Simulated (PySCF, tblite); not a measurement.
**C₆H₉BCl₂O: geometry, infrared bands and NMR shifts**

Aim: predict the infrared bands and NMR shifts of C₆H₉BCl₂O (`O=C1CCC[C@@H](B(Cl)Cl)C1`).

The runs use tblite 0.8.0 and PySCF 2.14.0, with density-fitted response routines of our own; the level of theory stands in each step. All values are computed, except where a source is named. Atoms are numbered from 0 throughout.

### Step 1. The molecule as given

19 atoms, charge 0, multiplicity 1; geometry from: force field or distance geometry start.

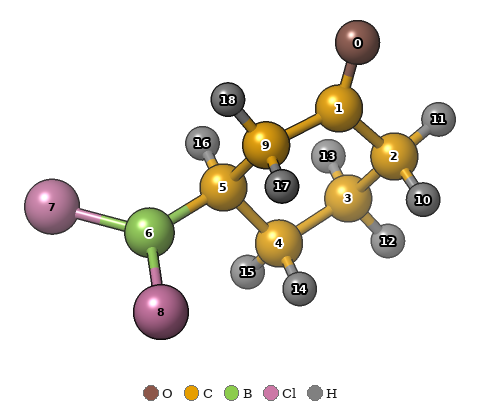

The starting geometry (oxygen brown, carbon amber, boron green, chlorine pink, hydrogen grey), atoms numbered.

### Step 2. Relaxing the molecule with GFN2-xTB

Job settings and geometry (Å):

```
{"job": {"kind": "relax", "xc": "GFN2-xTB", "basis": "xTB"}, "charge": 0, "multiplicity": 1}
O      2.404900     1.667700    -0.291600
C      1.512400     0.893900     0.029900
C      1.861500    -0.546000     0.356500
C      0.827400    -1.476000    -0.301700
C     -0.612600    -1.064100     0.047900
C     -0.886100     0.382100    -0.430000
B     -2.396200     0.810300    -0.124700
Cl    -3.520600     1.254800    -1.505200
Cl    -3.032800     0.841900     1.611800
C      0.100300     1.368300     0.230700
H      1.838800    -0.682700     1.454100
H      2.865400    -0.795800    -0.018500
H      0.997100    -2.517500     0.081100
H      0.972800    -1.483400    -1.399400
H     -0.776100    -1.142500     1.140100
H     -1.314900    -1.758900    -0.456900
H     -0.740200     0.430100    -1.527200
H     -0.093600     1.445900     1.317900
H     -0.017200     2.381100    -0.222200
```

The run is started by

```bash
$ OMP_NUM_THREADS=1 python probes_run.py task.json out
```

This one command runs all jobs of the session in turn.

Log:

```text
step      E/eV     max force
  0    -867.80406    2.146
  1    -867.98154    2.176
  2    -868.14695    1.001
  3    -868.17844    0.570
  4    -868.19192    0.386
  5    -868.19970    0.218
  6    -868.20382    0.142
  7    -868.20658    0.139
  8    -868.20842    0.126
  9    -868.21004    0.110
 10    -868.21167    0.101
 11    -868.21331    0.086
 12    -868.21479    0.099
 13    -868.21603    0.105
 14    -868.21706    0.080
 15    -868.21789    0.072
 16    -868.21853    0.072
 17    -868.21901    0.056
 18    -868.21943    0.052
 19    -868.21981    0.042
 20    -868.22010    0.044
 21    -868.22033    0.042
 22    -868.22056    0.038
 23    -868.22081    0.033
 24    -868.22107    0.035
 25    -868.22133    0.039
 26    -868.22161    0.044
 27    -868.22193    0.041
 28    -868.22221    0.038
 29    -868.22239    0.039
 30    -868.22251    0.039
 31    -868.22266    0.035
 32    -868.22288    0.039
 33    -868.22315    0.039
 34    -868.22339    0.041
 35    -868.22359    0.039
 36    -868.22378    0.033
 37    -868.22399    0.035
 38    -868.22419    0.029
 39    -868.22435    0.028
 40    -868.22451    0.035
 41    -868.22468    0.033
 42    -868.22482    0.028
 43    -868.22491    0.019
 44    -868.22495    0.016
 45    -868.22498    0.015
 46    -868.22501    0.012
 47    -868.22503    0.011
 48    -868.22506    0.012
 49    -868.22508    0.012
 50    -868.22511    0.012
 51    -868.22514    0.017
 52    -868.22517    0.013
 53    -868.22520    0.022
 54    -868.22524    0.016
 55    -868.22528    0.014
 56    -868.22531    0.012
 57    -868.22533    0.010
```

It took 0.85 s on 1 thread of Arm Neoverse N1, shared host.

Along the way: (not every step is listed)

```
step  energy from step 0 (eV)  largest force (eV/Å)
   0                   0.0000                2.1461
   1                  -0.1775                2.1763
   2                  -0.3429                1.0012
   3                  -0.3744                0.5704
   4                  -0.3879                0.3863
   5                  -0.3956                0.2178
   6                  -0.3998                0.1418
   7                  -0.4025                0.1392
   8                  -0.4044                0.1256
  12                  -0.4107                0.0990
  16                  -0.4145                0.0722
  20                  -0.4160                0.0439
  24                  -0.4170                0.0350
  28                  -0.4181                0.0383
  32                  -0.4188                0.0385
  36                  -0.4197                0.0330
  40                  -0.4204                0.0351
  44                  -0.4209                0.0160
  48                  -0.4210                0.0122
  52                  -0.4211                0.0131
  53                  -0.4211                0.0218
  54                  -0.4212                0.0164
  55                  -0.4212                0.0137
  56                  -0.4212                0.0121
  57                  -0.4213                0.0099
```

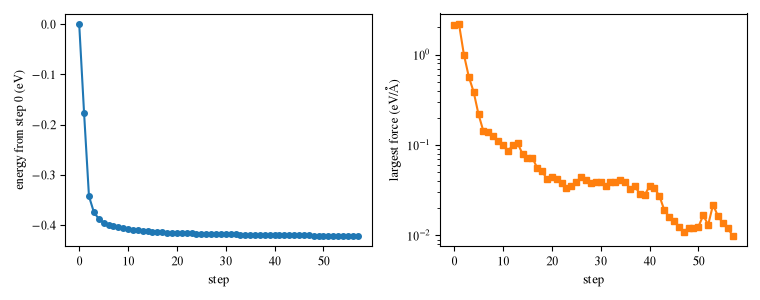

Energy and force, step by step.

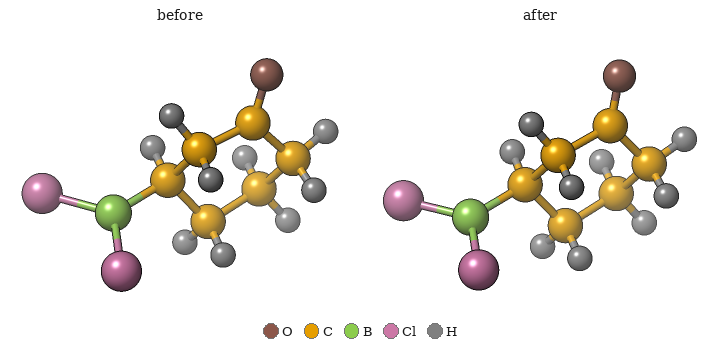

The geometry before (left) and after (right).

Close pairs (by a distance rule), those that changed most:

```
  bond  before (Å)  after (Å)  change (Å)
B6–Cl8       1.850      1.717      -0.133
B6–Cl7       1.835      1.714      -0.121
C3–H12       1.123      1.092      -0.031
C9–H18       1.116      1.091      -0.025
 O0–C1       1.224      1.203      -0.021
C4–H15       1.109      1.092      -0.018
C4–H14       1.107      1.092      -0.016
C3–H13       1.107      1.092      -0.015
```

The final coordinates are the input of the step that follows.

### Step 3. Vibrational analysis with GFN2-xTB

Job settings and geometry (Å):

```
{"job": {"kind": "ir", "xc": "GFN2-xTB", "basis": "xTB"}, "charge": 0, "multiplicity": 1}
O      2.359375     1.636634    -0.492503
C      1.536132     0.903036    -0.010777
C      1.820823    -0.526321     0.378982
C      0.821263    -1.467185    -0.297155
C     -0.609910    -1.061775     0.033937
C     -0.888017     0.377824    -0.436967
B     -2.397029     0.817657    -0.131371
Cl    -3.482227     1.220443    -1.395285
Cl    -2.959015     0.881271     1.489555
C      0.110012     1.332159     0.255835
H      1.721160    -0.610011     1.463410
H      2.844771    -0.782083     0.103528
H      1.003662    -2.491444     0.033392
H      0.969279    -1.432832    -1.378357
H     -0.774445    -1.128373     1.111006
H     -1.306267    -1.745199    -0.455514
H     -0.690189     0.418259    -1.513335
H     -0.063220     1.312727     1.333901
H     -0.025962     2.354463    -0.099744
```

Log:

```text
mode    cm-1     km/mol
  1      -8.3      0.93
  2      69.1      3.88
  3      84.8      2.64
  4     102.0      1.24
  5     160.8      0.29
  6     197.3      3.86
  7     260.9      0.54
  8     327.6      1.75
  9     382.3      0.70
 10     416.4      3.33
 11     466.3      8.31
 12     473.1      0.31
 13     515.7     22.17
 14     577.4      1.38
 15     678.9     18.10
 16     764.0     98.77
 17     802.4      4.50
 18     872.7     11.79
 19     887.6     13.79
 20     903.3     11.07
 21     943.9     17.77
 22     968.0     24.73
 23    1019.9     93.97
 24    1054.2      1.76
 25    1070.8      8.98
 26    1088.4      9.43
 27    1119.8      2.95
 28    1163.4     13.27
 29    1178.0     85.04
 30    1214.9     64.42
 31    1228.2     23.13
 32    1253.1      3.86
 33    1281.0      3.64
 34    1300.1      5.94
 35    1310.6     12.26
 36    1337.4     10.55
 37    1346.4      0.55
 38    1451.5      4.42
 39    1460.0      5.34
 40    1483.1      2.46
 41    1491.4      0.50
 42    1783.4    407.10
 43    2942.4     17.08
 44    2969.5      5.37
 45    2975.0      8.78
 46    2976.7      9.63
 47    2981.4     39.12
 48    2991.7     37.79
 49    2993.4     64.30
 50    3001.3     21.95
 51    3006.9     37.43
```

Wall time 1.5 s (1 thread of Arm Neoverse N1, shared host).

The strongest bands and the atoms that carry them (share of the mass-weighted mode):

```
cm⁻¹  km/mol                         atoms
 764    98.8                       B6 75 %
1020    94.0    B6 41 %, C5 31 %, H16 10 %
1178    85.0   H17 30 %, H10 12 %, C1 11 %
1215    64.4   C1 29 %, H11 25 %, H15 11 %
1783   407.1              C1 62 %, O0 37 %
2981    39.1            H12 40 %, H15 35 %
2992    37.8  H14 43 %, H15 37 %, H12 13 %
2993    64.3  H13 58 %, H12 12 %, H14 12 %
```

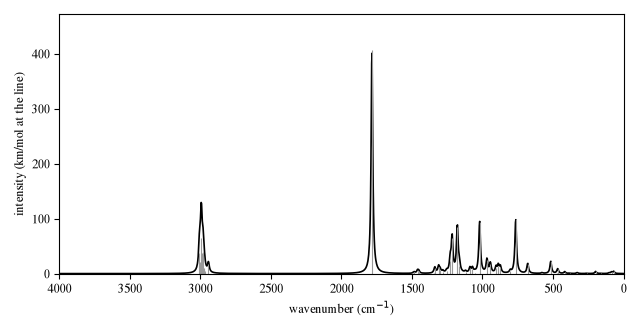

The infrared spectrum from these modes, unscaled. Lines are broadened to a width of 14 cm⁻¹ (Lorentzian).

### Step 4. NMR shieldings: PBE0/pcSseg-1

Same as in step 3 but for these lines:

```diff
@@ -1,2 +1,2 @@
-{"job": {"kind": "ir", "xc": "GFN2-xTB", "basis": "xTB"}, "charge": 0, "multiplicity": 1}
+{"job": {"kind": "nmr", "xc": "PBE0", "basis": "pcSseg-1"}, "charge": 0, "multiplicity": 1}
 O      2.359375     1.636634    -0.492503
```

Level: GIAO PBE0/pcSseg-1 NMR shielding, non-relativistic, gas phase.

Log:

```text
coarse grid: 17520 points
cycle   1  E = -1253.6464889994  dE =  1.517e+00  |g| = 8.082e-01  |ddm| = 4.002e+00
cycle   2  E = -1253.2680689107  dE =  3.784e-01  |g| = 1.606e+00  |ddm| = 2.522e+00
cycle   3  E = -1253.7768596796  dE = -5.088e-01  |g| = 1.942e-01  |ddm| = 1.977e+00
cycle   4  E = -1253.7845578842  dE = -7.698e-03  |g| = 7.707e-02  |ddm| = 2.224e-01
cycle   5  E = -1253.7858736843  dE = -1.316e-03  |g| = 1.487e-02  |ddm| = 7.654e-02
cycle   6  E = -1253.7859223831  dE = -4.870e-05  |g| = 4.236e-03  |ddm| = 1.902e-02
cycle   7  E = -1253.7859255657  dE = -3.183e-06  |g| = 1.565e-03  |ddm| = 4.267e-03
final grid: 161504 points
cycle   8  E = -1253.8532865894  dE = -5.368e-05  |g| = 1.354e-02  |ddm| = 3.849e-02
cycle   9  E = -1253.8531958930  dE =  9.070e-05  |g| = 2.531e-02  |ddm| = 3.106e-02
cycle  10  E = -1253.8533233328  dE = -1.274e-04  |g| = 2.695e-03  |ddm| = 2.179e-02
cycle  11  E = -1253.8533246654  dE = -1.333e-06  |g| = 6.048e-04  |ddm| = 2.429e-03
cycle  12  E = -1253.8533247452  dE = -7.977e-08  |g| = 1.102e-04  |ddm| = 6.503e-04
cycle  13  E = -1253.8533247475  dE = -2.320e-09  |g| = 4.465e-05  |ddm| = 1.385e-04
cycle  14  E = -1253.8533247480  dE = -4.861e-10  |g| = 8.642e-06  |ddm| = 4.715e-05
converged SCF energy = -1253.8533247480

GIAO shielding tensors (ppm)
atom      isotropic    diamagn.    paramagn.     s11        s22        s33       span
  0 O     -343.587     395.601    -739.188   -928.831   -411.008    309.077   1237.908
  1 C      -25.400     246.726    -272.126   -109.815    -74.313    107.928    217.742
  2 C      141.472     251.684    -110.213    128.427    132.736    163.252     34.825
  3 C      153.326     246.904     -93.578    139.884    150.238    169.856     29.972
  4 C      155.274     248.352     -93.078    143.867    157.650    164.305     20.437
  5 C      140.788     251.247    -110.460    123.056    140.591    158.716     35.660
  6 B       37.707     190.450    -152.743     -5.765     32.870     86.015     91.780
  7 Cl     663.015    1146.548    -483.533    388.879    725.552    874.614    485.735
  8 Cl     698.629    1147.206    -448.577    399.059    739.995    956.833    557.774
  9 C      141.248     252.345    -111.097    131.270    132.932    159.541     28.271
 10 H       29.380      30.152      -0.773     26.279     28.198     33.662      7.383
 11 H       29.372      29.444      -0.072     25.516     27.498     35.102      9.586
 12 H       29.483      29.323       0.160     24.281     27.511     36.657     12.376
 13 H       30.025      30.636      -0.611     25.834     28.647     35.593      9.759
 14 H       30.088      31.664      -1.575     25.165     31.082     34.018      8.853
 15 H       30.067      30.683      -0.616     25.104     29.871     35.226     10.123
 16 H       29.761      33.018      -3.257     26.617     29.052     33.614      6.997
 17 H       29.380      31.256      -1.876     26.820     29.517     31.802      4.981
 18 H       29.653      31.023      -1.370     25.440     28.942     34.578      9.138
```

Run time: 79 s. Hardware: 1 thread of Arm Neoverse N1, shared host; peak memory 0.96 GiB.

The references, computed at this level on geometries of the same kind, shield at (ppm): 1H TMS 31.72, 13C TMS 186.9, 17O H2O 336.1, 11B BF3·OEt2 100.1, 35Cl HCl 950. Their shielding less the atom's gives the shift. The references are single molecules in the gas phase, so shifts against H2O, NH3, PH3, H3PO4 or CFCl3 are not on the usual liquid scales and can be off by tens of ppm. Atoms listed in one row are averaged.

```
   atoms                             environment  σ (ppm)  δ (ppm)  δ scaled to CDCl3
      C1                  ketone carbonyl carbon    -25.4    212.3              205.3
      C5                      sp3 CH bonded to B    140.8     46.1               43.1
      C9                 sp3 CH2 α to a carbonyl    141.2     45.7               42.7
      C2                 sp3 CH2 α to a carbonyl    141.5     45.5               42.4
      C3                       sp3 CH2 in a ring    153.3     33.6               30.9
      C4                       sp3 CH2 in a ring    155.3     31.7               29.0
     H11  hydrogen on an sp3 CH2 α to a carbonyl    29.37     2.35               2.32
     H10  hydrogen on an sp3 CH2 α to a carbonyl    29.38     2.34               2.31
     H17  hydrogen on an sp3 CH2 α to a carbonyl    29.38     2.34               2.31
     H12        hydrogen on an sp3 CH2 in a ring    29.48     2.23               2.21
     H18  hydrogen on an sp3 CH2 α to a carbonyl    29.65     2.06               2.05
     H16       hydrogen on an sp3 CH bonded to B    29.76     1.96               1.95
     H13        hydrogen on an sp3 CH2 in a ring    30.02     1.69               1.70
     H15        hydrogen on an sp3 CH2 in a ring    30.07     1.65               1.66
     H14        hydrogen on an sp3 CH2 in a ring    30.09     1.63               1.64
      O0                           ketone oxygen   -343.6    679.7                  –
      B6                 boron bonded to C, 2 Cl     37.7     62.4                  –
Cl7, Cl8                    chlorine bonded to B      681      269                  –
```

The scaled column applies a straight-line fit of computed shieldings to shifts measured in CDCl3, with any fitted terms for Cl, Br or S neighbours (root-mean-square error 0.16 ppm for H, 1.9 ppm for C).

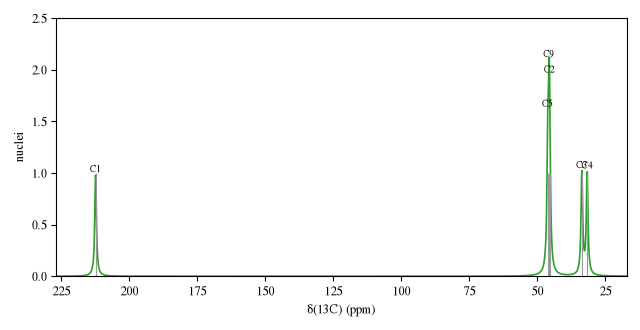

13C lines at the computed shifts, without couplings. Lines are broadened to a width of 0.72 ppm (Lorentzian).

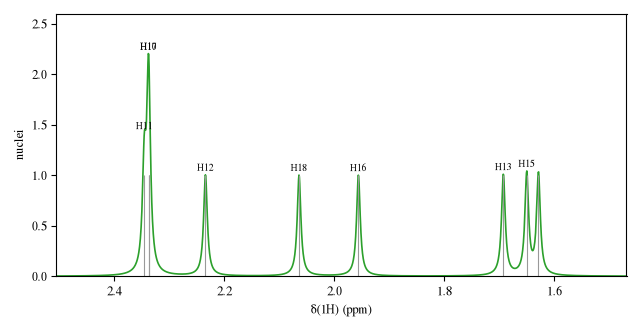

1H lines at the computed shifts, without couplings. Lines are broadened to a width of 0.01 ppm (Lorentzian).

The run also stored atomic charges by several schemes (e):

```
   atoms  Mulliken    IAO  Hirshfeld  ESP fit
      O0     -0.34  -0.40      -0.24    -0.50
      C1      0.20   0.39       0.17     0.49
      C2     -0.21  -0.32      -0.08    -0.09
      C3     -0.21  -0.25      -0.06    -0.04
      C4     -0.20  -0.25      -0.07    -0.14
      C5     -0.47  -0.25      -0.10     0.26
      B6      0.49   0.15       0.17     0.04
Cl7, Cl8     -0.16  -0.03      -0.04    -0.08
      C9     -0.17  -0.31      -0.08    -0.18
```

ESP fit charges:

O0 -0.50; C1 0.49; C2 -0.09; C3 -0.04; C4 -0.14; C5 0.26; B6 0.04; Cl7 -0.07; Cl8 -0.08; C9 -0.18; H10 0.04; H11 0.04; H12 0.03; H13 0.04; H14 0.04; H15 0.05; H16 -0.04; H17 0.03; H18 0.07

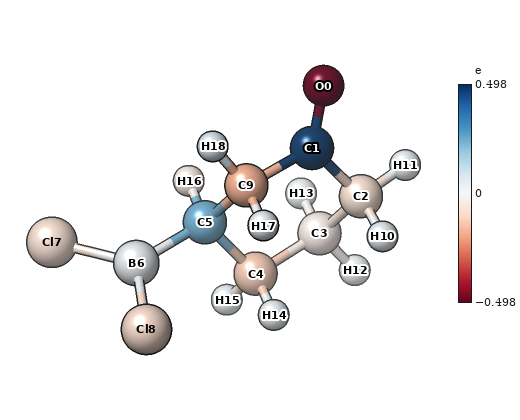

ESP fit charges, as colours on the atoms.

Mayer bond orders: O0–C1 2.05, C1–C2 0.98, C2–C3 1.03, C3–C4 1.04, C4–C5 0.99, C5–B6 0.95, B6–Cl7 1.21, B6–Cl8 1.18, C5–C9 0.99, C9–C1 0.98.

Ring of atoms C1, C2, C3, C4, C5, C9: NICS(0) -0.6, NICS(1) -1.7, NICS(1)zz 2.8 ppm (means of both faces).

The two faces differ (NICS(1)zz 5.5 and 0.1 ppm).

### Step 5. Results

```
                                                                quantity                                                     value
                               strongest single infrared mode (GFN2-xTB)                                     1783 cm⁻¹, 407 km/mol
                                            zero-point energy (GFN2-xTB)                                             90.5 kcal/mol
                                  13C shifts against TMS (PBE0/pcSseg-1)                   212.3, 46.1, 45.7, 45.5, 33.6, 31.7 ppm
                                   1H shifts against TMS (PBE0/pcSseg-1)  2.35, 2.34, 2.34, 2.23, 2.06, 1.96, 1.69, 1.65, 1.63 ppm
                                  17O shifts against H2O (PBE0/pcSseg-1)                                                 679.7 ppm
                             11B shifts against BF3·OEt2 (PBE0/pcSseg-1)                                                  62.4 ppm
35Cl shifts against HCl (PBE0/pcSseg-1, means over atoms taken as alike)                                                   269 ppm
```

What this shows: The optimisation took 57 steps and gained 0.421 eV; among the close pairs (by a distance rule), B6–Cl8 changed most, from 1.850 to 1.717 Å. The lowest mode is slightly imaginary (8i cm⁻¹), a soft motion within the noise of the Hessian, so the minimum is not strictly shown. The strongest single mode, at 1783 cm⁻¹, moves mainly C1 and O0. Unscaled tight-binding wavenumbers are off by several per cent, some by more. Its intensities can rank the bands wrongly. C1 (ketone carbonyl carbon) lies farthest downfield among carbon, at 212.3 ppm; the double bond to the heteroatom, with no lone-pair donor beside it, deshields it most. At PBE0/pcSseg-1: The widest tensor belongs to O0: span 1238 ppm, with a paramagnetic part of -739 ppm.
